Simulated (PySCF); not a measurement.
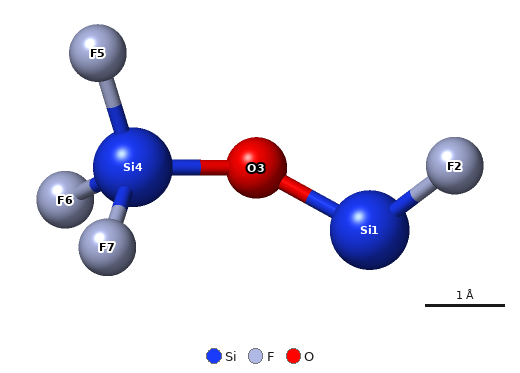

*The structure (ball-and-stick view, seen at a tilt; atoms are numbered from 1 in the order of the input).*

Bond lengths as drawn: F–Si 1.59 to 1.63 Å and O–Si 1.62 to 1.67 Å.

**EPR calculation, with input and output: Si2OF4**

The run: EPR calculation of Si2OF4, multiplicity 3. Method and program: UKS B3LYP, IGLO-III on F O Si, non-relativistic, mean-field spin-orbit, GIAO (PySCF 2.14.0).

**Log**
```
UKS, coarse grid
  cycle   1  E = -1053.82348703  |g| = 9.37e-01
  cycle   2  E = -1053.23863346  |g| = 1.64e+00
  cycle   3  E = -1054.09049014  |g| = 1.50e-01
  cycle   4  E = -1054.09658829  |g| = 7.62e-02
  cycle   5  E = -1054.09823947  |g| = 1.29e-02
  cycle   6  E = -1054.09828042  |g| = 6.45e-03
  cycle   7  E = -1054.09829570  |g| = 2.10e-03
  cycle   8  E = -1054.09829712  |g| = 5.34e-04
UKS, final grid
  cycle   1  E = -1054.09827057  |g| = 6.85e-04
  cycle   2  E = -1054.09827030  |g| = 1.18e-03
  cycle   3  E = -1054.09827073  |g| = 8.32e-05
  cycle   4  E = -1054.09827073  |g| = 3.41e-05
  cycle   5  E = -1054.09827073  |g| = 2.57e-05
E = -1054.09827073 Eh   <S^2> = 2.0016 (exact 2.0000)
g shifts (ppm)      1          2          3
  rmc          -195       -195       -195
  gc             53         30         52
  oz_so       -3616      -2073       -548
  total       -3758      -2237       -690
hyperfine (MHz)  atom isotope    a_iso     a_fc   dipolar eigenvalues
    0  29Si   -1011.40   -1013.08    -88.41     13.27     75.15
    1   19F     193.62     192.57   -152.16     23.50    128.66
    2   17O     -50.53     -50.53    -13.59      0.60     12.99
    3  29Si     -16.26     -16.30     -2.38      0.80      1.58
    4   19F       6.61       6.60     -5.28     -4.50      9.78
    5   19F      -0.05      -0.04     -1.23     -0.76      2.00
    6   19F      -0.33      -0.35     -2.40      0.91      1.49
zero-field splitting (cm-1)  D = 0.1495  E = 0.0357  (spin-spin -0.2750, spin-orbit -0.2054)
```

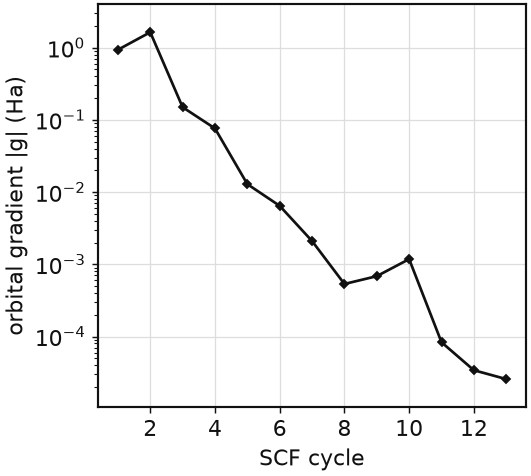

*Convergence of the self-consistent field: orbital gradient |g| against the SCF cycle.*

All cycles printed in the log are drawn one after another.

The run was set up as follows.

**The input**
```
{"job": {"kind": "epr"}, "charge": 0, "multiplicity": 3}
Si     1.634356    -1.370237    -0.220928
F      3.040874    -0.673935    -0.654267
O      0.269464    -0.457960    -0.526751
Si    -0.917981     0.397659     0.170322
F     -1.042595     1.822556    -0.523123
F     -2.307612    -0.360831     0.006156
F     -0.645663     0.608736     1.725664
```

The first line tells a small driver script what to run in PySCF; the rest is the geometry in Å.

Launched with:
```bash
OMP_NUM_THREADS=1 python <driver script> task.json out
```

**Summary**

| quantity | value |
| --- | --- |
| outcome | converged |
| total energy | −1054.098271 hartree |
| ⟨S²⟩ | 2.002 |
| isotropic g | 2.0001 |
| hardware | 1 CPU thread, shared host |
| wall time | 85 s |
| peak memory | 0.89 GiB |
